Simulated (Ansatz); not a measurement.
# Geometry relaxation, with input and output: BSiNH$_{5}$OF (part 2 of 2)

Continued. System: BSiNH$_{5}$OF, SMILES NB(O)[SiH2]F. Method: RKS PBE-D4/6-31G* (Ansatz 0.2.0). It belongs to a series of runs on one base structure; here: end point A relaxed.

Geometry of the input (Å):
```
N  0.9589  -0.7415  1.2572
B  0.1180  -0.4308  -0.0275
O  -0.3240  -1.5355  -0.8971
Si -0.2495  1.4057  -0.5220
F  -1.1870  1.3859  -1.9833
H  0.3350  -1.3255  1.8310
H  1.7982  -1.2164  0.9713
H  -1.1442  -1.7827  -0.5476
H  -1.1385  2.0170  0.5845
H  0.9161  2.1724  -0.6636
```

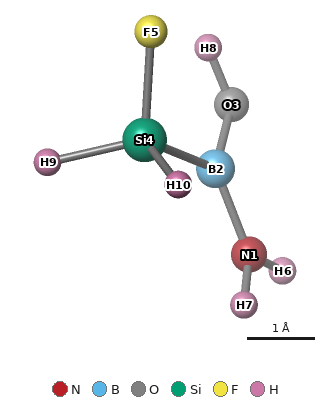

Figure 1. The geometry at step 14 of the log (ball-and-stick view, seen at a tilt; atoms are numbered from 1 in the order of the input).

Trajectory as extended XYZ, continued
```
10
Properties=species:S:1:pos:R:3:forces:R:3 step=6 energy=-14880.00078
N     0.8715   -0.8004    1.1971    1.3864  -0.9645  -0.3224
B     0.0604   -0.5909    0.0259   -0.0131   0.1345   0.1928
O    -0.5729   -1.7236   -0.4589   -1.6931   0.0016   0.1197
Si   -0.2620    1.3370   -0.5611    0.0428  -0.0031   0.0980
F    -0.9505    1.4691   -2.0432   -0.0016  -0.0707  -0.0130
H     0.7944   -1.8019    1.5198    0.2897   0.9657  -0.2840
H     1.8884   -0.5052    1.1897   -1.4577  -0.0592   0.2673
H    -1.5325   -1.5907   -0.7401    1.4573   0.0384  -0.0258
H    -1.2044    1.9757    0.4307   -0.0180   0.0188  -0.0437
H     0.9907    2.1796   -0.5570    0.0072  -0.0615   0.0113
10
Properties=species:S:1:pos:R:3:forces:R:3 step=7 energy=-14880.19526
N     0.9505   -0.8333    1.1744    0.3337  -0.9770  -0.5121
B     0.0419   -0.6279    0.0783   -0.0857   0.6269  -0.1785
O    -0.7260   -1.6700   -0.4182   -0.7589  -0.1956   0.3719
Si   -0.2678    1.2853   -0.5475    0.1514   0.1558   0.2086
F    -0.8529    1.3864   -2.0773   -0.0224  -0.0912   0.0016
H     0.9582   -1.8136    1.5212    0.1699   0.5198  -0.0965
H     1.9081   -0.4299    1.1896   -0.9114  -0.0420   0.0596
H    -1.6069   -1.4216   -0.8168    1.1417   0.0124   0.2328
H    -1.2916    1.9243    0.3656    0.0016   0.0165  -0.0781
H     0.9696    2.1488   -0.4664   -0.0199  -0.0255  -0.0093
10
Properties=species:S:1:pos:R:3:forces:R:3 step=8 energy=-14880.33735
N     0.9659   -0.9059    1.0944    1.2751   0.3920   0.0466
B     0.0162   -0.6200    0.0827   -0.1702  -0.2955   0.2405
O    -0.8175   -1.6878   -0.2473   -1.2910   0.8282  -1.1318
Si   -0.2515    1.2990   -0.5260   -0.2368   0.0763  -0.1708
F    -0.8069    1.3420   -2.0786    0.1003  -0.0292   0.1818
H     1.0455   -1.8751    1.4366    0.0626   0.3712  -0.0793
H     1.8438   -0.3442    1.2175   -1.1291  -0.6719  -0.0229
H    -1.5655   -1.3826   -0.8648    1.2766  -0.5464   0.9880
H    -1.3276    1.9529    0.3225    0.1440  -0.0398  -0.0608
H     0.9805    2.1703   -0.4342   -0.0314  -0.0847   0.0088
10
Properties=species:S:1:pos:R:3:forces:R:3 step=9 energy=-14880.43916
N     1.0101   -0.9274    1.0270    0.2900   0.0804   0.1176
B    -0.0208   -0.6267    0.1142   -0.0942   0.0604  -0.1009
O    -0.8817   -1.6569   -0.2360    0.0327  -0.0768  -0.0297
Si   -0.2616    1.2831   -0.5264   -0.0161  -0.0065   0.1702
F    -0.8166    1.3090   -2.0702   -0.0323  -0.0163  -0.0199
H     1.1558   -1.8828    1.3587    0.0040   0.0773   0.0811
H     1.7157   -0.2581    1.3447   -0.2189  -0.2494  -0.1396
H    -1.5417   -1.3774   -0.8959    0.0336   0.0378   0.0057
H    -1.2773    1.9862    0.3379   -0.0446   0.0772  -0.0528
H     1.0012    2.0996   -0.4510    0.0458   0.0159  -0.0317
10
Properties=species:S:1:pos:R:3:forces:R:3 step=10 energy=-14880.41174 accepted=F
N     0.9898   -0.9198    1.0616   -0.2679   0.0147  -0.0141
B    -0.0543   -0.6198    0.1537    0.2873  -0.1573  -0.3743
O    -0.8239   -1.6813   -0.3004   -0.1195   0.0257   0.1423
Si   -0.2928    1.2939   -0.4876   -0.0044   0.0233   0.0653
F    -0.8745    1.3036   -2.0234   -0.0481  -0.0522  -0.0078
H     1.0930   -1.8489    1.4672    0.1044  -0.0811  -0.0743
H     1.7757   -0.3036    1.2260    0.0277   0.1496   0.1991
H    -1.4703   -1.4017   -0.9739   -0.0394   0.0594   0.0643
H    -1.2705    2.0757    0.3589    0.0432  -0.0134  -0.0325
H     1.0108    2.0507   -0.4792    0.0168   0.0311   0.0319
10
Properties=species:S:1:pos:R:3:forces:R:3 step=11 energy=-14880.44996
N     1.0052   -0.9349    1.0388    0.0458  -0.0243   0.0060
B    -0.0208   -0.6363    0.1157    0.1073   0.2238   0.0700
O    -0.8575   -1.6669   -0.2731   -0.0535  -0.0757  -0.0635
Si   -0.2705    1.2874   -0.5048    0.0025  -0.0427   0.0108
F    -0.8690    1.2784   -2.0349   -0.0425  -0.0181  -0.0067
H     1.1456   -1.8837    1.3881    0.0190   0.0223   0.0374
H     1.7061   -0.2678    1.3535   -0.0722  -0.0699  -0.0393
H    -1.5044   -1.3597   -0.9335   -0.0214  -0.0178  -0.0205
H    -1.2566    2.0405    0.3533   -0.0076   0.0122  -0.0090
H     1.0049    2.0916   -0.5003    0.0225  -0.0097   0.0148
10
Properties=species:S:1:pos:R:3:forces:R:3 step=12 energy=-14880.45401
N     1.0013   -0.9391    1.0511   -0.0782  -0.0654  -0.0280
B    -0.0168   -0.6309    0.1213    0.1056   0.1097   0.0346
O    -0.8334   -1.6639   -0.3082   -0.0489  -0.0046  -0.0285
Si   -0.2760    1.2914   -0.4978   -0.0059  -0.0577  -0.0208
F    -0.9328    1.2513   -2.0067    0.0126  -0.0046   0.0502
H     1.1358   -1.8853    1.4086    0.0118  -0.0013  -0.0035
H     1.6938   -0.2739    1.3767    0.0268   0.0446   0.0299
H    -1.4727   -1.3436   -0.9706   -0.0145  -0.0233  -0.0144
H    -1.2324    2.0702    0.3728    0.0312   0.0004  -0.0101
H     1.0161    2.0725   -0.5443   -0.0405   0.0023  -0.0095
10
Properties=species:S:1:pos:R:3:forces:R:3 step=13 energy=-14880.45663
N     0.9966   -0.9415    1.0602   -0.0626  -0.0652  -0.0170
B    -0.0114   -0.6283    0.1219    0.0869   0.0846   0.0280
O    -0.8211   -1.6600   -0.3243   -0.0396  -0.0062  -0.0183
Si   -0.2755    1.2915   -0.4978   -0.0008  -0.0442   0.0181
F    -0.9668    1.2376   -1.9894   -0.0080  -0.0099   0.0072
H     1.1301   -1.8901    1.4115    0.0057  -0.0072  -0.0042
H     1.6808   -0.2769    1.4038    0.0300   0.0506   0.0279
H    -1.4550   -1.3366   -0.9904   -0.0141  -0.0129  -0.0232
H    -1.2077    2.0806    0.3885    0.0186   0.0012  -0.0049
H     1.0130    2.0723   -0.5810   -0.0161   0.0091  -0.0137
10
Properties=species:S:1:pos:R:3:forces:R:3 step=14 energy=-14880.46111
N     0.9907   -0.9542    1.0795   -0.0755  -0.0041  -0.0153
B     0.0004   -0.6247    0.1273    0.0405  -0.0759   0.0060
O    -0.7960   -1.6513   -0.3643    0.0370   0.1037   0.0318
Si   -0.2758    1.2922   -0.4897   -0.0465   0.0864  -0.1436
F    -1.0526    1.1950   -1.9452    0.0901  -0.0124   0.1607
H     1.1172   -1.9036    1.4301   -0.0058  -0.0267  -0.0331
H     1.6561   -0.2887    1.4572    0.0190   0.0467   0.0340
H    -1.4072   -1.3137   -1.0455   -0.0074   0.0045  -0.0124
H    -1.1582    2.1200    0.4168    0.0466  -0.0567  -0.0143
H     1.0084    2.0775   -0.6634   -0.0982  -0.0655  -0.0139
10
Properties=species:S:1:pos:R:3:forces:R:3 step=15 energy=-14880.46714
N     0.9661   -0.9620    1.1281    0.1536   0.1395   0.1253
B     0.0316   -0.6034    0.1311   -0.0436  -0.1685  -0.0268
O    -0.7392   -1.6137   -0.4361    0.1077   0.0801   0.0765
Si   -0.2714    1.3003   -0.4928   -0.0742   0.0591  -0.2335
F    -1.2063    1.1192   -1.8568    0.2156   0.0667   0.3341
H     1.0885   -1.9301    1.4294   -0.0206   0.0378  -0.0210
H     1.5934   -0.3053    1.5979   -0.2123  -0.1865  -0.1647
H    -1.3195   -1.2590   -1.1373    0.0390   0.0671   0.0156
H    -1.0555    2.1390    0.4985    0.1021  -0.0184  -0.1518
H     0.9952    2.0635   -0.8591   -0.2672  -0.0770   0.0461
10
Properties=species:S:1:pos:R:3:forces:R:3 step=16 energy=-14880.47603
N     0.9585   -0.9773    1.1473    0.0411   0.0536   0.0304
B     0.0414   -0.6095    0.1380    0.0107  -0.1293   0.0125
O    -0.7143   -1.6110   -0.4580    0.0626   0.0598   0.0298
Si   -0.2698    1.2927   -0.4890   -0.1318   0.2873  -0.2435
F    -1.2531    1.0983   -1.8154    0.1998  -0.0117   0.2713
H     1.0812   -1.9496    1.4336   -0.0179   0.0316  -0.0150
H     1.5709   -0.3266    1.6350   -0.0941  -0.0708  -0.0725
H    -1.2804   -1.2408   -1.1633    0.0190   0.0474   0.0166
H    -1.0058    2.1862    0.4884    0.0442  -0.1096  -0.0557
H     0.9544    2.0861   -0.9138   -0.1336  -0.1584   0.0261
10
Properties=species:S:1:pos:R:3:forces:R:3 step=17 energy=-14880.48457
N     0.9513   -0.9819    1.1621   -0.0714  -0.0690  -0.0615
B     0.0526   -0.6036    0.1420    0.0319  -0.0297   0.0319
O    -0.6843   -1.5949   -0.4875    0.0094   0.0015  -0.0095
Si   -0.2716    1.2988   -0.4842   -0.0833   0.0939  -0.1137
F    -1.2965    1.0699   -1.7662    0.0791  -0.0084   0.0964
H     1.0702   -1.9574    1.4357   -0.0009   0.0054  -0.0022
H     1.5458   -0.3378    1.6697    0.0412   0.0636   0.0459
H    -1.2427   -1.2047   -1.1888    0.0047   0.0311   0.0113
H    -0.9790    2.2009    0.5000    0.0487  -0.0416  -0.0265
H     0.9372    2.0593   -0.9799   -0.0594  -0.0468   0.0279
10
Properties=species:S:1:pos:R:3:forces:R:3 step=18 energy=-14880.48721
N     0.9472   -0.9883    1.1718    0.0179  -0.0028   0.0202
B     0.0624   -0.6007    0.1456   -0.0262  -0.0065  -0.0368
O    -0.6635   -1.5829   -0.5105    0.0049  -0.0136   0.0051
Si   -0.2750    1.2982   -0.4869    0.0137   0.0308   0.0170
F    -1.3265    1.0479   -1.7385    0.0001  -0.0121   0.0070
H     1.0669   -1.9658    1.4370   -0.0026   0.0004  -0.0007
H     1.5257   -0.3441    1.7011   -0.0014   0.0016   0.0039
H    -1.2220   -1.1736   -1.2012    0.0012   0.0110  -0.0047
H    -0.9505    2.2098    0.5053    0.0027  -0.0014  -0.0062
H     0.9185    2.0481   -1.0208   -0.0102  -0.0074  -0.0047
10
Properties=species:S:1:pos:R:3:forces:R:3 step=19 energy=-14880.48780
N     0.9425   -0.9920    1.1791    0.0253   0.0119   0.0237
B     0.0686   -0.5998    0.1452   -0.0236  -0.0045  -0.0165
O    -0.6480   -1.5775   -0.5278    0.0164   0.0055   0.0057
Si   -0.2744    1.3001   -0.4838    0.0209  -0.0068   0.0173
F    -1.3522    1.0311   -1.7090   -0.0219   0.0035  -0.0234
H     1.0615   -1.9710    1.4391    0.0004   0.0003   0.0016
H     1.5084   -0.3485    1.7236   -0.0129  -0.0166  -0.0096
H    -1.2014   -1.1586   -1.2175   -0.0033   0.0038   0.0008
H    -0.9275    2.2235    0.5113    0.0012   0.0026   0.0002
H     0.9054    2.0413   -1.0573   -0.0024   0.0004   0.0001
10
Properties=species:S:1:pos:R:3:forces:R:3 step=20 energy=-14880.48789
N     0.9413   -0.9927    1.1816   -0.0015   0.0042   0.0017
B     0.0688   -0.5999    0.1462    0.0028  -0.0021  -0.0158
O    -0.6395   -1.5773   -0.5353   -0.0007   0.0044   0.0043
Si   -0.2750    1.2998   -0.4838    0.0007  -0.0026   0.0085
F    -1.3630    1.0313   -1.7015   -0.0018   0.0022  -0.0017
H     1.0623   -1.9721    1.4389    0.0001   0.0005   0.0016
H     1.5002   -0.3492    1.7326   -0.0004  -0.0025   0.0009
H    -1.1963   -1.1556   -1.2209    0.0017  -0.0042   0.0010
H    -0.9180    2.2279    0.5138    0.0017   0.0023  -0.0019
H     0.9021    2.0363   -1.0687   -0.0025  -0.0021   0.0015
10
Properties=species:S:1:pos:R:3:forces:R:3 step=21 energy=-14880.48792
N     0.9409   -0.9921    1.1818   -0.0057   0.0003  -0.0080
B     0.0704   -0.6005    0.1439   -0.0054   0.0015   0.0055
O    -0.6375   -1.5785   -0.5368   -0.0002   0.0020  -0.0043
Si   -0.2756    1.2996   -0.4834   -0.0013  -0.0019  -0.0065
F    -1.3671    1.0338   -1.6991    0.0065   0.0011   0.0084
H     1.0608   -1.9713    1.4407    0.0009   0.0002   0.0004
H     1.4979   -0.3482    1.7338    0.0031   0.0020   0.0030
H    -1.1941   -1.1576   -1.2229    0.0014  -0.0054   0.0021
H    -0.9141    2.2292    0.5156    0.0005  -0.0017   0.0003
H     0.9013    2.0342   -1.0707    0.0001   0.0019  -0.0009
```
